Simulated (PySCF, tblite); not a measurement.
# C2H9NPSi radical: geometry, infrared bands and EPR parameters

Aim: predict the infrared bands and EPR parameters of C2H9NPSi radical (`CN[CH][SiH2]P`).

Computed with tblite 0.8.0 and PySCF 2.14.0, with density-fitted response routines of our own, on a single molecule in the gas phase. Atoms are numbered from 0 throughout.

**1. Starting geometry**

14 atoms, charge 0, multiplicity 2; geometry from: force field or distance geometry start.

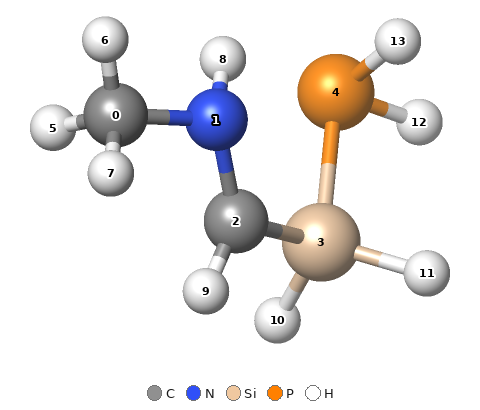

As it starts; carbon grey, nitrogen blue, silicon light orange, phosphorus orange, hydrogen white, atoms numbered; sticks join atoms by distance.

**2. Relaxing the molecule with GFN2-xTB**

The job: settings as JSON, then the geometry in Å.

```
{"job": {"kind": "relax", "xc": "GFN2-xTB", "basis": "xTB"}, "charge": 0, "multiplicity": 2}
C      2.439700    -0.191900     0.113500
N      1.046100    -0.148300     0.565800
C      0.260700     0.845700    -0.163400
Si    -1.561100     0.740900    -0.408400
P     -2.170000    -1.393800    -0.152000
H      2.489500    -0.485000    -0.941000
H      2.994200    -0.917200     0.699700
H      2.928100     0.786400     0.247700
H      0.645100    -1.092700     0.542700
H      0.707600     1.758600    -0.533100
H     -1.941600     1.181100    -1.762800
H     -2.287000     1.537300     0.614000
H     -3.567700    -1.163700    -0.083800
H     -1.984100    -1.458000     1.238800
```

On the command line:

```console
OMP_NUM_THREADS=1 python probes_run.py task.json out
```

This one command runs all jobs of the session in turn.

**Question.** This job is followed by: GFN2-xTB harmonic vibrations, gas phase; UKS B3LYP, pcH-1 on C H N P Si, non-relativistic, mean-field spin-orbit, GIAO. Predict these results of the whole session: strongest single infrared mode (GFN2-xTB); zero-point energy (GFN2-xTB); g(iso) (B3LYP); ⟨S²⟩; largest a(iso) (averaged by class); potential on the surface of density 0.002 e/bohr³, 1st and 99th percentile.

As calculated:

| quantity | value |
| --- | --- |
| strongest single infrared mode (GFN2-xTB) | 2097 cm⁻¹, 336 km/mol |
| zero-point energy (GFN2-xTB) | 63.7 kcal/mol |
| g(iso) (B3LYP) | 2.00288 |
| ⟨S²⟩ | 0.753 (exact 0.75) |
| largest a(iso) (averaged by class) | 1H on H10, H11, 56.1 MHz |
| potential on the surface of density 0.002 e/bohr³, 1st and 99th percentile | -0.87 V and 1.25 V |

What this shows: The optimisation took 65 steps and gained 0.370 eV; among the close pairs (by a distance rule), N1–C2 changed most, from 1.462 to 1.367 Å. No mode is imaginary among the 36: a minimum at this level. The strongest single mode, at 2097 cm⁻¹, moves mainly H11. Unscaled tight-binding wavenumbers are off by several per cent, some by more. Its intensities can rank the bands wrongly. The largest share of the spin, 0.72 e, sits on C2. The isotropic g lies 0.6 ppt above the free-electron value. These values are for one conformer; the search (at its own cheap level) found 2 more, at 0.43, 1.19 kcal/mol, and measured spectra average over such forms.
